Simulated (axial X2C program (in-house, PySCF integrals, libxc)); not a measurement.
Run report: PN⁻, relativistic diatomic calculation

- system: PN⁻, single determinant with Ω = 1/2.
- method: r2SCAN, two-component X2C with atomic mean-field Coulomb and Gaunt terms, P dyall-av3z, N dyall-av3z (cores contracted) (axial X2C program (in-house, PySCF integrals, libxc))

Input file:
```
{"zs": [15, 7], "q": -1, "bas": ["dyall-av3z", "dyall-av3z"], "levels": ["PBE0", "HF", "LDA", "r2SCAN"], "cc": false, "r0": 1.62, "npts": 10, "nst": 2, "ntry": 6, "opt": {"maxit": 5}}
```

The line is the task of a batch: nuclear charges, charge, bases, the levels to run, a first guess of the distance and further settings. This report covers r2SCAN with spin-orbit coupling. The log is that of the reference distance 1.542 Å.

Hardware: 1 CPU thread, shared host.

Launched within a batch (the task file carries these settings):
```bash
python <driver script> task.json out
```

Output:
```
two-component X2C + atomic mean field  r2SCAN
basis functions 119  fitting functions 622  grid points 4351
iter        total energy     max residual
   1       -396.860192104     2.06e-02
   2       -396.861319922     1.77e-03
   3       -396.861373712     2.60e-03
   4       -396.861441690     5.76e-04
   5       -396.861457898     3.62e-04
NOT converged
one-electron -624.25930095  Coulomb 221.69422518  exact exchange 0.00000000  xc functional -30.27959576  nuclear repulsion 36.03346767  atomic mean-field constant -0.05025404
```

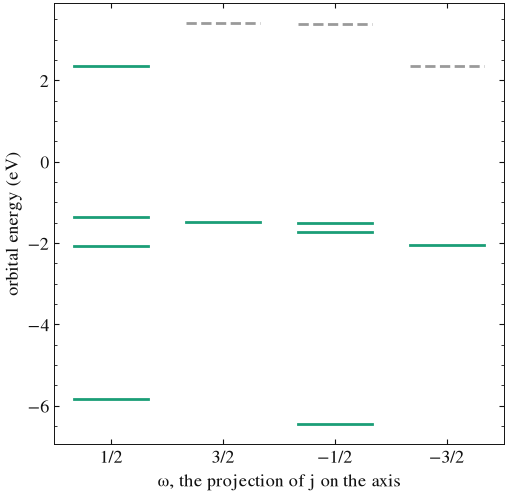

Fig. 1: Orbital energies near the frontier at 1.54 Å, filled (solid) and empty (dashed). The highest filled spinor (1/2; 44 % P p, 25 % N p) lies at 2.35 eV, the lowest empty one (−3/2; 45 % P p, 24 % N p) at 2.36 eV. A filled level above zero is held only by the finite basis .

Outcome:

```tsv
quantity	value
outcome	not converged
wall time	6 s
```

Diagnosis:

The input is odd on purpose: few iterations (maxit = 5.0). The run did not meet its convergence test, so its last values are not results. Caveats: some points did not converge.
